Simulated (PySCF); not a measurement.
**EPR calculation of C₅H₁₂N**

System: C₅H₁₂N, multiplicity 2, SMILES C[C](C)N(C)C.
Method: UKS B3LYP, pcH-1 on C H N, non-relativistic, mean-field spin-orbit, GIAO (PySCF 2.14.0).

It belongs to a series of runs on one base structure; here: X = H replaced by NMe2.

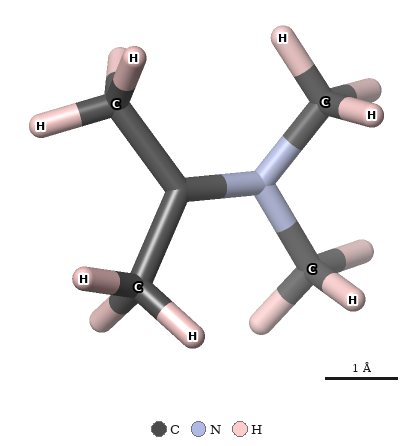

The input geometry (stick view, seen at a tilt).

Results in brief

| quantity | value |
| --- | --- |
| outcome | converged |
| total energy | −252.473029 hartree |
| ⟨S²⟩ | 0.754 |
| isotropic g | 2.0027 |
| hardware | 1 CPU thread, shared host |
| wall time | 58 s |
| peak memory | 0.97 GiB |

The input
```
{"job": {"kind": "epr", "basis": "pcH-1"}, "charge": 0, "multiplicity": 2}
C      1.280218    -1.241209    -0.635198
C      0.652317     0.040228    -0.208106
C      1.534998     1.220540     0.052983
N     -0.614075     0.044180     0.396909
C     -1.442907     1.210512     0.174466
C     -1.373256    -1.178788     0.418844
H      2.155394    -1.024665    -1.245364
H      0.596803    -1.846610    -1.230693
H      1.617526    -1.861068     0.209079
H      1.305136     1.684736     1.013665
H      1.436073     1.993711    -0.718485
H      2.578474     0.911334     0.066430
H     -1.929857     1.191761    -0.811581
H     -0.842447     2.112571     0.244480
H     -2.219015     1.246877     0.940723
H     -2.207039    -1.055629     1.112279
H     -1.786913    -1.446006    -0.564976
H     -0.750189    -1.996157     0.772891
```

The first line tells a small driver script what to run in PySCF; the rest is the geometry in Å.

Launched with:
```bash
OMP_NUM_THREADS=1 python <driver script> task.json out
```

Output
```
UKS, coarse grid
  cycle   1  E = -252.41576871  |g| = 3.21e-01
  cycle   2  E = -252.40076448  |g| = 3.67e-01
  cycle   3  E = -252.47244465  |g| = 3.08e-02
  cycle   4  E = -252.47272796  |g| = 2.37e-02
  cycle   5  E = -252.47299887  |g| = 3.70e-03
  cycle   6  E = -252.47301059  |g| = 1.31e-03
  cycle   7  E = -252.47301203  |g| = 1.04e-03
  cycle   8  E = -252.47301232  |g| = 2.87e-04
UKS, final grid
  cycle   1  E = -252.47302924  |g| = 4.35e-04
  cycle   2  E = -252.47302909  |g| = 7.57e-04
  cycle   3  E = -252.47302932  |g| = 2.61e-05
  cycle   4  E = -252.47302932  |g| = 1.68e-05
E = -252.47302932 Eh   <S^2> = 0.7536 (exact 0.7500)
g shifts (ppm)      1          2          3
  rmc          -162       -162       -162
  gc              7         35         38
  oz_so         -20        704       1011
  total        -176        577        887
hyperfine (MHz)  atom isotope    a_iso     a_fc   dipolar eigenvalues
    0   13C     -26.77     -26.77     -1.14     -1.04      2.18
    1   13C      98.17      98.17    -71.24    -70.50    141.74
    2   13C     -12.97     -12.97     -2.48     -0.97      3.45
    3   14N       7.59       7.59     -9.67     -9.17     18.84
    4   13C      38.68      38.68     -3.29     -1.69      4.98
    5   13C      -5.66      -5.66     -1.38     -0.58      1.95
    6    1H      22.84      22.84     -4.64     -4.01      8.65
    7    1H      38.45      38.45     -4.15     -4.10      8.25
    8    1H     124.46     124.46     -3.64     -3.57      7.21
    9    1H      41.55      41.55     -4.34     -3.31      7.65
   10    1H      88.50      88.50     -5.05     -4.11      9.16
   11    1H      22.21      22.21     -4.36     -3.64      8.00
   12    1H      19.58      19.58     -3.70     -2.62      6.32
   13    1H       5.98       5.98     -3.94     -2.85      6.79
   14    1H      -3.43      -3.43     -3.27     -2.53      5.80
   15    1H       7.82       7.82     -2.72     -2.28      5.00
   16    1H      26.01      26.01     -2.84     -2.37      5.21
   17    1H       2.76       2.76     -3.36     -2.50      5.86
```

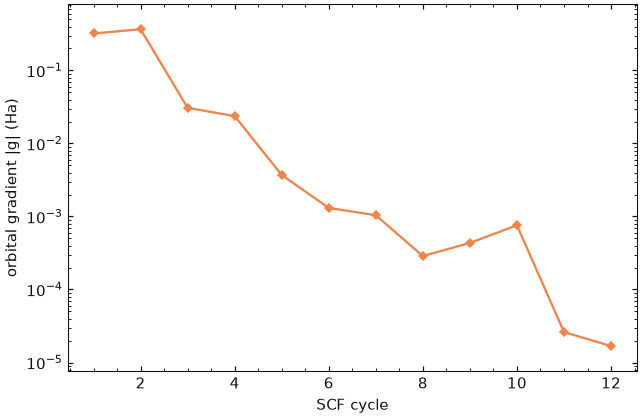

Convergence of the self-consistent field: orbital gradient |g| against the SCF cycle. All cycles printed in the log are drawn one after another.

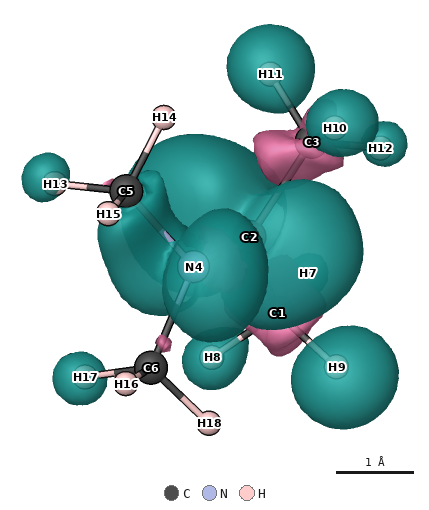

Isosurfaces of the spin density at +0.01 (teal) and −0.01 e/Å³ (pink), seen at an oblique angle. The unpaired spin (1 electron) lies mostly on C2 (about 0.5) and N4 (about 0.2), in electrons by Hirshfeld's partition.

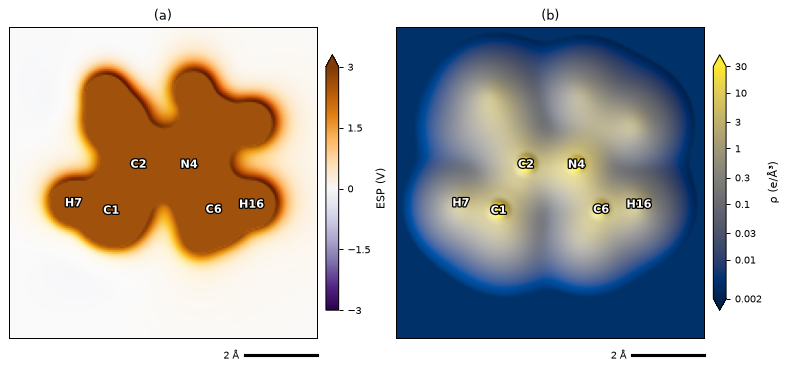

(a) molecular electrostatic potential; (b) total electron density on the plane of atoms C1, C2 and N4. The section cuts through C, N and H sites. C–N (1.40 Å): ρ is about 2.1 e/Å³ halfway. C–C (1.49 Å): ρ at the midpoint is about 1.7 e/Å³. C–H (1.09 Å): ρ at the midpoint is about 2 e/Å³. C–N (1.44 Å): ρ at the midpoint is about 2 e/Å³. The potential has no marked negative region in this plane.

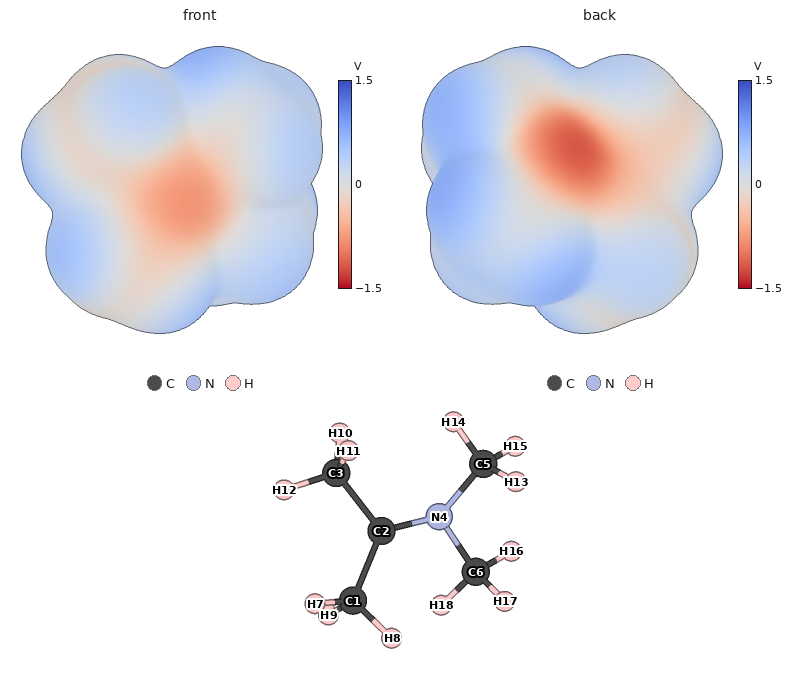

The molecular electrostatic potential painted on the density surface at 0.002 e/bohr³, seen at a tilt and from behind; red is negative and blue positive. The bare structure is drawn below in the same view.
